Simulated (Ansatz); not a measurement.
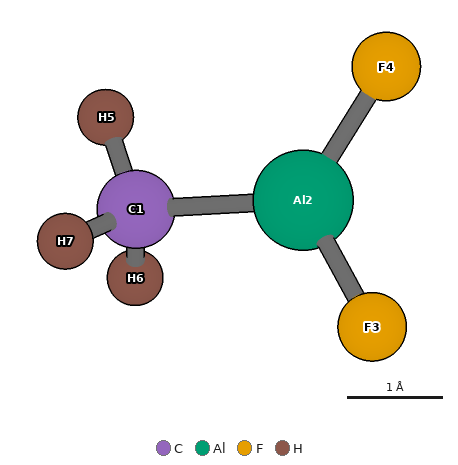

The structure as given in the input (ball-and-stick view, seen at a tilt; atoms are numbered from 1 in the order of the input). Sticks mark near contacts. Bond lengths as drawn: Al–C 1.94 Å, Al–F 1.66 Å and C–H 1.09 Å.

## Run report: CH₃AlF₂, frequency calculation

System: CH₃AlF₂, SMILES [CH3][Al]([F])[F].
Method: MP2/6-31G*, RHF (Ansatz 0.2.0).

The geometry was optimised with MP2/6-31G*. Figures and captions count atoms from 1; the log counts them from 0 in places.

### Input
```yaml
crystal:
  periodic: [false, false, false]
  atoms:
    - {symbol: C, position_ang: [-0.254814, 0.834401, -0.239803]}
    - {symbol: Al, position_ang: [0.295205, -0.960664, 0.247446]}
    - {symbol: F, position_ang: [1.525481, -1.234092, 1.326276]}
    - {symbol: F, position_ang: [-0.425379, -2.316425, -0.380348]}
    - {symbol: H, position_ang: [-1.077920, 0.825432, -0.957990]}
    - {symbol: H, position_ang: [-0.578944, 1.394582, 0.642245]}
    - {symbol: H, position_ang: [0.577571, 1.388766, -0.683326]}
basis:
  gaussian:
    orbitals: "6-31G*"
correlation:
  method: mp2
phonons:
  temperatures: {t_min: 298.15, t_max: 298.15, t_step: 1}
```

Run on 1 thread of Arm Neoverse V2, 112 GiB of memory available, shared host.

Launch command:
```bash
ansatz run in.yaml --threads 1 --pin off --max-ram 3480MiB --events-out events.jsonl --progress --plain --runs-dir runs
```

### The program's output
```
Functional definition: HF
  name "HF"
  exchange = exact_x
  correlation = 0
these checks for a lower state are left out or cut short: cluster_reference
702 factors; integrals over basis functions are off by at most 3.7e-4 eV
mean field evaluation 1: about -13073.6434 eV, gradient 4.1e1 eV
mean field evaluation 2: about -13073.6739 eV, gradient 4.1e1 eV
mean field evaluation 4: about -13076.6731 eV, gradient 2.0e0 eV
mean field evaluation 8: about -13076.6953 eV, gradient 1.5e-1 eV
mean field -13076.69541710 eV, -480.5596928759 hartree, gradient 6.0e-6 eV, S^2 0.000000; 0 other end points of the search recorded, 0 dependent functions left out
8 core orbitals not correlated: weight in the atoms' cores, before any rotation towards them, 1.000 or more for the frozen orbitals, at most 0.000 for the correlated occupied ones
reference -13076.69541710 eV, -480.5596928759 hartree; 12, 12 occupied and 50, 50 virtual orbitals, 702 factors
second order -14.51041218 eV of doubles, -0.00000000 eV of singles
the calculation of the forces begins
these checks for a lower state are left out or cut short: starts, cluster_reference, orbital_swaps, neighbouring_geometries, increment
702 factors; integrals over basis functions are off by at most 3.7e-4 eV
mean field evaluation 16: about -13076.6950 eV, gradient 1.2e-1 eV
mean field -13076.69504866 eV, -480.5596793360 hartree, gradient 2.0e-6 eV, S^2 0.000000; 0 other end points of the search recorded, 0 dependent functions left out
[... from here on the field's lines of each further geometry are left out, up to the last ...]
8 core orbitals not correlated: weight in the atoms' cores, before any rotation towards them, 1.000 or more for the frozen orbitals, at most 0.000 for the correlated occupied ones
reference -13076.69562443 eV, -480.5597004951 hartree; 12, 12 occupied and 50, 50 virtual orbitals, 702 factors
second order -14.51017517 eV of doubles, -0.00000000 eV of singles
the calculation of the forces begins
these checks for a lower state are left out or cut short: starts, cluster_reference, orbital_swaps, neighbouring_geometries, increment
702 factors; integrals over basis functions are off by at most 3.7e-4 eV
mean field -13076.69514758 eV, -480.5596829711 hartree, gradient 1.3e-6 eV, S^2 0.000000; 0 other end points of the search recorded, 0 dependent functions left out
8 core orbitals not correlated: weight in the atoms' cores, before any rotation towards them, 1.000 or more for the frozen orbitals, at most 0.000 for the correlated occupied ones
reference -13076.69514758 eV, -480.5596829711 hartree; 12, 12 occupied and 50, 50 virtual orbitals, 702 factors
second order -14.51065222 eV of doubles, -0.00000000 eV of singles
the calculation of the forces begins
WARN: phonons: modes at or below zero, which the zero-point energy, F, S and C_V leave out: 1, the lowest at -11.50 cm⁻¹. A minimum has none, and a first-order saddle one
Total energy: -13091.20582928 eV, -481.0929406881 hartree
Atom 0 at    -0.254814     0.834401    -0.239803 Å, force     0.000060    -0.000884    -0.000073 eV/Å
Atom 1 at     0.295205    -0.960664     0.247446 Å, force    -0.000104     0.000724    -0.000039 eV/Å
Atom 2 at     1.525481    -1.234092     1.326276 Å, force     0.000052    -0.000031     0.000107 eV/Å
Atom 3 at    -0.425379    -2.316425    -0.380348 Å, force    -0.000094    -0.000306    -0.000033 eV/Å
Atom 4 at    -1.077920     0.825432    -0.957990 Å, force     0.000056     0.000298     0.000025 eV/Å
Atom 5 at    -0.578944     1.394582     0.642245 Å, force     0.000074    -0.000065     0.000065 eV/Å
Atom 6 at     0.577571     1.388766    -0.683326 Å, force    -0.000044     0.000265    -0.000053 eV/Å
Dipole moment:    -0.128112     0.419588    -0.113414 e Å
Vibrations: -11.50 193.86 247.84 267.83 605.91 723.77 744.85 857.04 955.79 1322.67 1522.55 1522.59 3110.34 3198.39 3215.01 cm⁻¹, zero-point energy 1.146137 eV
Checks for a lower state left out: cluster_reference
```

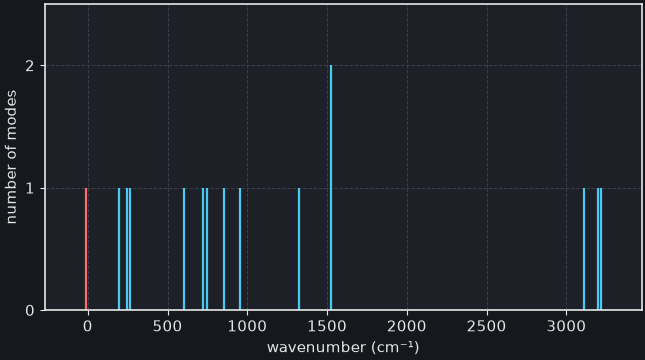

Harmonic vibrational wavenumbers from the force constants; neighbouring modes closer than 15 cm⁻¹ are counted in one stick, and imaginary ones are drawn at negative wavenumbers. 15 modes from 12i to 3215 cm⁻¹, 1 imaginary beyond 8i (12i cm⁻¹): not a clean minimum; so soft a mode can be a shallow saddle, an incomplete relaxation or noise of the force constants.

### Summary

- outcome: converged
- total energy: −481.092941 hartree
- SCF energy: −480.559693 hartree
- MP2 energy: −481.092941 hartree
- correlation energy: −0.533248 hartree
- basis functions: 70
- largest force: 0.001 eV/Å
- SCF solution under orbital rotations: stable
- zero-point energy: 0.042120 hartree
- wavenumbers, lowest and highest: 12i and 3215 cm⁻¹
- wall time: 60 s
- peak memory: 0.13 GiB
